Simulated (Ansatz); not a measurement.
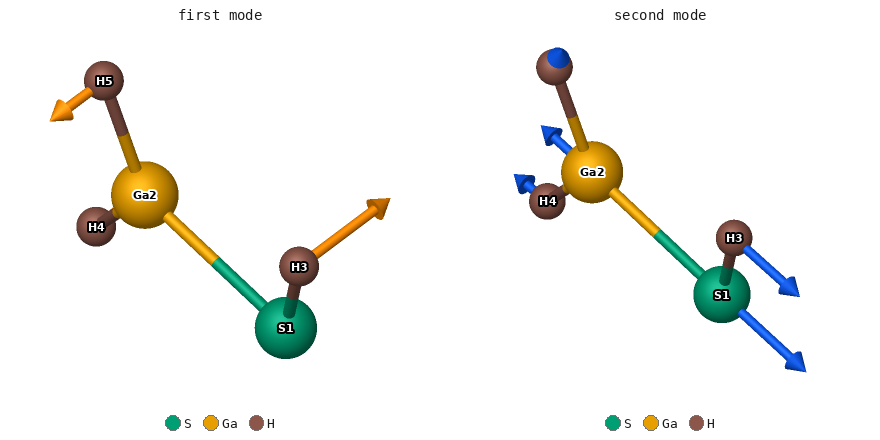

The system is GaH3S, SMILES [SH][GaH2]; the picture shows the reference structure; its two panels give the patterns of the first and the second mode as arrows. 
- Coordinates scanned: (1) normal mode 1 (406 cm⁻¹); (2) normal mode 2 (419 cm⁻¹).
- Nothing is relaxed (straight displacements along the two mass-weighted modes).
- The grid has 15 × 15 points; 120 points were computed and 105 follow by symmetry.
- Points are written as (first, second).
- Energies: kJ/mol, counted from the lowest grid point.
- Computed with RHF-MP2, frozen core/def2-TZVP in Ansatz 0.2.0.

Its coordinates:

```xyz
5

S     0.0394   -1.4516    0.6838
Ga   -0.3286    0.4328   -0.3829
H     1.2602   -1.1048    1.1099
H    -1.7005    0.5339   -1.0934
H     0.7794    1.5161   -0.3587
```

Range: normal mode 1 (406 cm⁻¹) from −0.554 to 0.554 amu½·Å; normal mode 2 (419 cm⁻¹) from −1.362 to 1.362 amu½·Å.

> Predict the map.

The lowest grid point is at (0.000 amu½·Å, 0.000 amu½·Å). No other kind of well shows on this grid. The highest grid point, (−0.554 amu½·Å, −1.362 amu½·Å), lies 107 kJ/mol above the lowest.

| normal mode 2 (419 cm⁻¹) ↓, normal mode 1 (406 cm⁻¹) → | −0.554 | −0.475 | −0.396 | −0.317 | −0.238 | −0.158 | −0.079 | 0.000 | 0.079 | 0.158 | 0.238 | 0.317 | 0.396 | 0.475 | 0.554 |
| --- | --- | --- | --- | --- | --- | --- | --- | --- | --- | --- | --- | --- | --- | --- | --- |
| 1.362 | 53 | 48 | 45 | 43 | 42 | 41 | 40 | 40 | 40 | 41 | 42 | 43 | 45 | 48 | 53 |
| 1.168 | 44 | 40 | 36 | 34 | 32 | 32 | 31 | 31 | 31 | 32 | 32 | 34 | 36 | 40 | 44 |
| 0.973 | 36 | 31 | 28 | 26 | 24 | 23 | 23 | 23 | 23 | 23 | 24 | 26 | 28 | 31 | 36 |
| 0.778 | 29 | 24 | 21 | 18 | 17 | 16 | 15 | 15 | 15 | 16 | 17 | 18 | 21 | 24 | 29 |
| 0.584 | 23 | 18 | 15 | 12 | 11 | 10 | 9 | 9 | 9 | 10 | 11 | 12 | 15 | 18 | 23 |
| 0.389 | 19 | 14 | 10 | 8 | 6 | 5 | 4 | 4 | 4 | 5 | 6 | 8 | 10 | 14 | 19 |
| 0.195 | 16 | 11 | 7 | 5 | 3 | 2 | 1 | 1 | 1 | 2 | 3 | 5 | 7 | 11 | 16 |
| 0.000 | 15 | 10 | 6 | 4 | 2 | 1 | 0 | 0 | 0 | 1 | 2 | 4 | 6 | 10 | 15 |
| −0.195 | 17 | 12 | 8 | 5 | 3 | 2 | 1 | 1 | 1 | 2 | 3 | 5 | 8 | 12 | 17 |
| −0.389 | 22 | 16 | 12 | 9 | 7 | 6 | 6 | 5 | 6 | 6 | 7 | 9 | 12 | 16 | 22 |
| −0.584 | 30 | 24 | 20 | 17 | 15 | 14 | 13 | 13 | 13 | 14 | 15 | 17 | 20 | 24 | 30 |
| −0.778 | 41 | 36 | 31 | 28 | 26 | 25 | 24 | 24 | 24 | 25 | 26 | 28 | 31 | 36 | 41 |
| −0.973 | 58 | 52 | 47 | 44 | 42 | 41 | 40 | 40 | 40 | 41 | 42 | 44 | 47 | 52 | 58 |
| −1.168 | 79 | 73 | 69 | 66 | 63 | 62 | 61 | 61 | 61 | 62 | 63 | 66 | 69 | 73 | 79 |
| −1.362 | 107 | 101 | 96 | 93 | 91 | 89 | 88 | 88 | 88 | 89 | 91 | 93 | 96 | 101 | 107 |

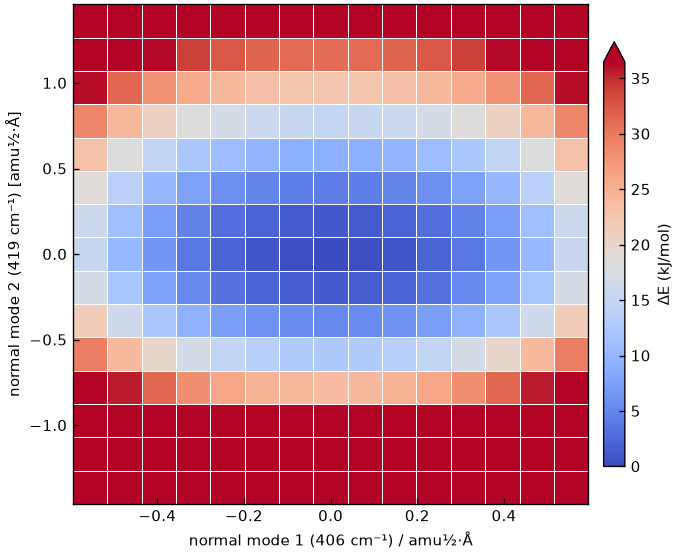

In the figure: one coloured cell a grid point, one colour for all values above the top of the scale.

Each point was launched as `ansatz run input.yaml --threads 1 --pin off --max-ram 2560MiB --backend cpu --events-out ev --progress --plain --runs-dir out`. The whole map (120 points run) took 3.6 min on 1 thread of AMD EPYC 9R45 96-Core Processor (Zen 5), with other jobs on the host.
